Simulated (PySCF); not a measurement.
# C3H6Al, charge −1, SMILES `[AlH3-][CH]1C=C1`: electronic structure

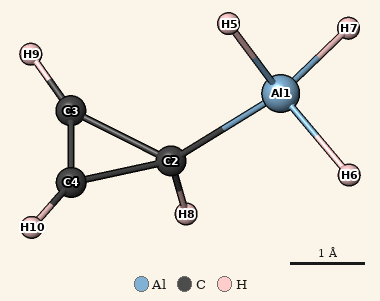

The molecule, with its atoms numbered as below. No frequency check shows the geometry to be a minimum.

Geometry (Å), atoms numbered from 1:

```
Al1     -1.5039   -0.0002   -0.1076
C2       0.4007    0.0040    0.6178
C3       1.5432    0.6446   -0.1794
C4       1.5427   -0.6470   -0.1727
H5      -1.3994   -0.0171   -1.7266
H6      -2.2955   -1.3173    0.4089
H7      -2.2945    1.3240    0.3952
H8       0.6252    0.0096    1.7133
H9       1.9979    1.5546   -0.5012
H10      1.9967   -1.5607   -0.4850
```

## 1. Bonding charge

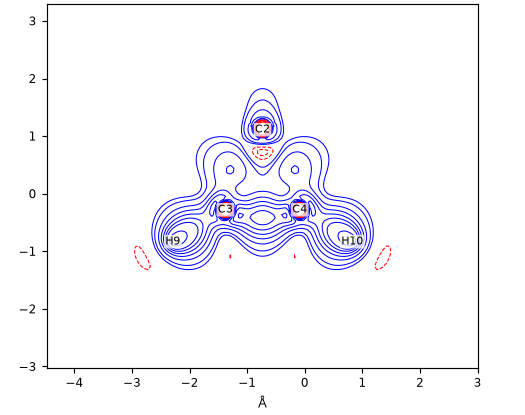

Deformation density (molecule less spherical, spin-averaged free atoms) in the plane of C2, C3, C4, H9 and H10; contours at ±0.05 to ±0.8 e/Å³; solid blue lines: gain, dashed red lines: loss.

Level of theory: B3LYP/6-311+G** (PySCF), at a geometry from GFN2-xTB.

Question: How much density has each bond in this plane gained at its critical point, relative to the free atoms?

Answer: C3–H9 and C4–H10: +0.70 e/Å³ at the bond critical point (bond length 1.07 Å). C3–C4: +0.64 e/Å³ at the bond critical point (bond length 1.29 Å). C2–C3 and C2–C4: +0.22 e/Å³ at the bond critical point (bond length 1.53 Å). In all, 2.7 electrons gather in the regions of gain relative to the promolecule of neutral atoms (this includes the anion's extra charge).

Question: Where do the Hirshfeld charges lie?

Answer: The highest Hirshfeld charge is on Al1 (+0.13 e), the lowest on H6 and H7 (−0.26 e).

```csv
atom,charge (e)
Al1,+0.13
C2,−0.21
C3,−0.10
C4,−0.10
H5,−0.26
H6,−0.26
H7,−0.26
H8,−0.02
H9,+0.04
H10,+0.04
```

## 2. Bond critical points

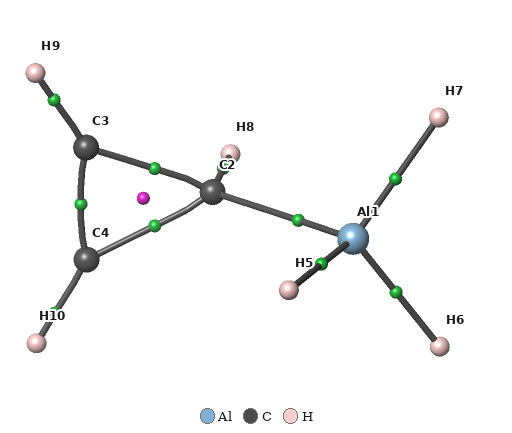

Molecular graph of the electron density (QTAIM): bond paths, bond critical points (green), ring points (magenta, if any); weak paths are dashed.

Question: How many critical points of each kind are there, and does the count close?

Answer: 10 nuclei, 10 bond, 1 ring and 0 cage critical points: 10 − 10 + 1 − 0 = 1, as the Poincaré–Hopf relation requires.

Question: Tabulate density, Laplacian, ellipticity and energy density at the bond critical points (atomic units).

Answer:
```csv
bond,length (Å),ρ (a.u.),∇²ρ (a.u.),ε,H (a.u.)
C3–C4,1.292,0.350,−0.94,0.15,−0.425
C3–H9 (2 alike),1.067,0.283,−0.98,0.00,−0.287
C2–H8,1.118,0.257,−0.79,0.01,−0.242
C2–C3 (2 alike),1.533,0.215,−0.25,0.75,−0.166
Al1–C2,2.038,0.070,+0.26,0.04,−0.016
Al1–H5,1.622,0.070,+0.24,0.00,−0.018
Al1–H6 (2 alike),1.621,0.070,+0.24,0.00,−0.018
```

Question: What kind of interaction is Al1–H6?

Answer: Polar or intermediate (positive Laplacian, negative energy density H): ρ = 0.070, ∇²ρ = +0.24, H = −0.018 a.u.

## 3. Local ionisation energy

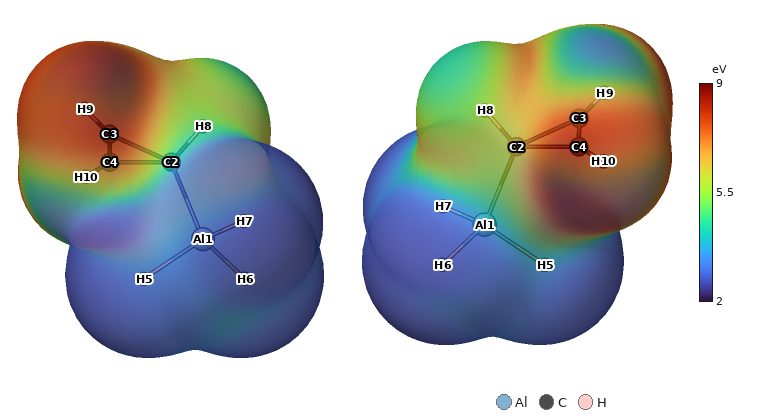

Average local ionisation energy on the surface of electron density 0.001 a.u. (back view left, front view right).

Question: Where are the most loosely bound electrons on this surface?

Answer: The lowest value is 2.5 eV, 1.7 Å from H6, and at like points elsewhere. Further minima include 2.6 eV, 1.7 Å from H5; 3.5 eV, off the C3–C4 bond (2.3 Å from its atoms); 4.4 eV, 1.5 Å from H8. For comparison, the highest occupied orbital lies at −1.3 eV.

Question: What volume does the surface enclose?

Answer: About 137 Å³.

## 4. Localised orbitals

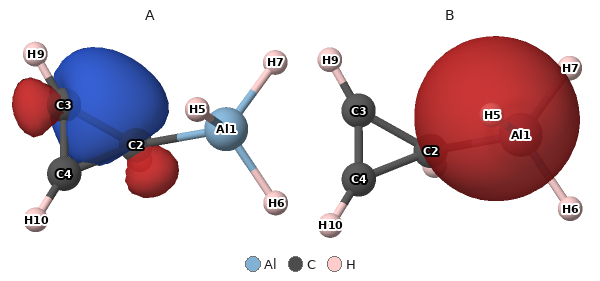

Pipek–Mezey orbitals, occupied; each surface holds about 85 % of the orbital's density. Energies are diagonal elements of the Fock matrix.

Level of theory: B3LYP/cc-pVTZ (PySCF), at a geometry from GFN2-xTB. The basis has no diffuse functions, which an anion needs.

Question: Name the orbitals, with their atomic make-up and energies.

Answer: By panel:
- A: σ bond C3–C2 (C3 51 %, C2 46 %; −7.9 eV)
- B: σ bond H5–Al1 (H5 61 %, Al1 39 %; −3.1 eV)

Question: How do all the valence pairs divide up?

Answer: 11 pairs: 10 σ bonds and 1 two-centre π bond.

## 5. Magnetic shielding

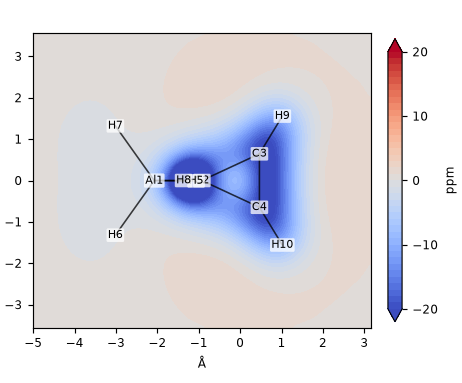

NICSzz (the component normal to the ring) 1.0 Å above the plane of the 3-membered ring C2/C3/C4; GIAO shieldings; atoms are projected onto the map; negative values mean shielding.

Method: HF/def2-SVPD; geometry: GFN2-xTB; program: PySCF.

Question: What does the map say about the ring?

Answer: It is shielded above its centre; in a three-membered ring σ bonds weigh heavily, so the values alone don't measure π aromaticity: NICS(0) = −25.7, NICS(1) = −2.9 and −5.1, NICS(1)zz = −9.7 and −13.3 (two faces) ppm.

Question: What absolute proton shieldings does the same calculation give?

Answer: From 24.3 ppm (H9 and H10) to 32.3 ppm (H8).

The PySCF runs shown took 14 s, 28 s and 17 s on 1 thread of Arm Neoverse V1, on a shared host.
